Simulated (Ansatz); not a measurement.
Cl4FHSn

```xyz
7

Sn   -0.5389   -0.0380   -0.1642
Cl    1.6405   -1.0814    0.9446
Cl   -0.4927   -1.6789   -1.7552
Cl   -1.6742   -0.3965    1.7878
Cl   -1.7412    1.6441   -1.1697
H     1.7061    0.3290    0.4431
F     1.1003    1.2215   -0.0864
```

A transition-state structure; geometry: PBE0-D4/def2-TZVP; core potentials replace the inner electrons of Sn.

Method: Ansatz, RKS PBE0-D4/def2-TZVPP.

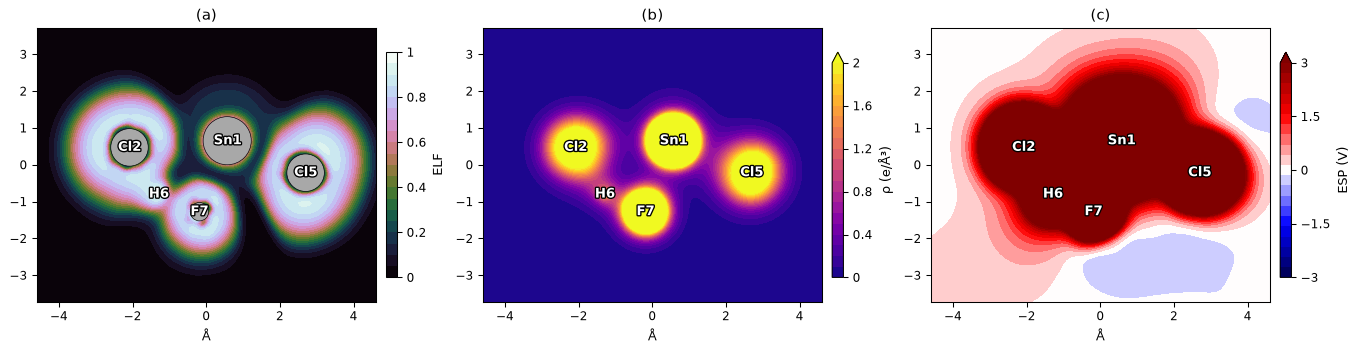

Figure 1. (a) electron localisation function; (b) electron density; (c) molecular electrostatic potential on the plane of atoms Cl2, Sn1 and Cl5. Grey discs cover the atomic cores in the ELF map.

### What does the map show?

The plane passes through Sn, Cl, H and F nuclei. Sn–F (2.07 Å): the density is about 0.58 e/Å³ at the midpoint; the ELF is about 0.15 at the midpoint. Sn–Cl (2.30 Å): the density is about 0.66 e/Å³ at the midpoint; the ELF peaks at about 0.80 in the valence shell of Cl, 0.8 Å from its nucleus, and drops to about 0.20 between the two atoms. Cl–H (1.50 Å): ρ at the midpoint is about 1.5 e/Å³; the ELF climbs to about 0.95 towards the hydrogen, as it does in any bond to H. The ELF also peaks beside F7, Cl5 and Cl2, away from the bonds: lone-pair regions. Outside the dense part of the molecule the potential is most negative (−0.4 V) near F7.

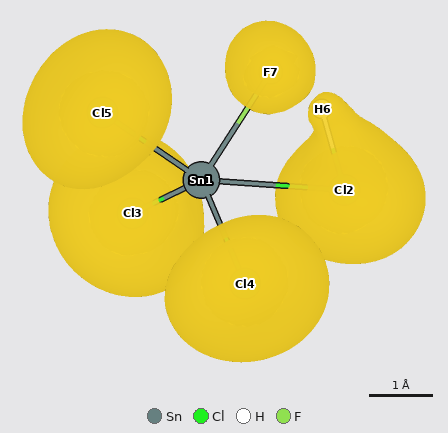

Figure 2. Isosurface of the electron localisation function at 0.75 (yellow), seen at a tilt. Only the valence region is drawn (cores and ρ < 0.01 e/Å³ removed).

### Describe the localisation domains.

At this value the surface marks out three regions wrapped around Cl (the valence shell of each), one region wrapped around F (its valence shell) and one joined region spread over several atoms (Cl, H), in which their bonds and any lone pairs are merged.


 Sn–Cl (2.29 Å): the ELF peaks at about 0.80 in the valence shell of Cl, 0.8 Å from its nucleus, and drops to about 0.20 between the two atoms.

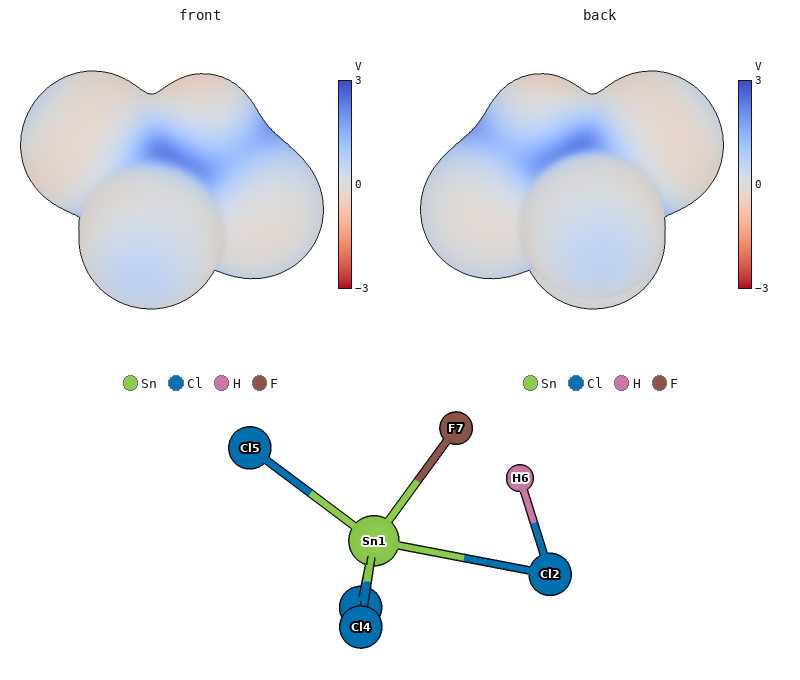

Figure 3. The molecular electrostatic potential painted on the density surface at 0.002 e/bohr³, seen from the front and from behind; the colour scale runs from red (negative) to blue (positive). The bare structure is drawn below in the same view.

### Where is the surface potential most negative and most positive?

The most negative region (about −0.4 V) lies over F7, the most positive (about +2.1 V) over Sn1. Cl3 shows a σ-hole: about +0.6 V at the tip opposite its bond, against about 0.0 V on its flanks. Cl4 shows a σ-hole: about +0.6 V at the tip opposite its bond, against about 0.0 V on its flanks. Cl5 shows a σ-hole: about +0.4 V at the tip opposite its bond, against about −0.2 V on its flanks.
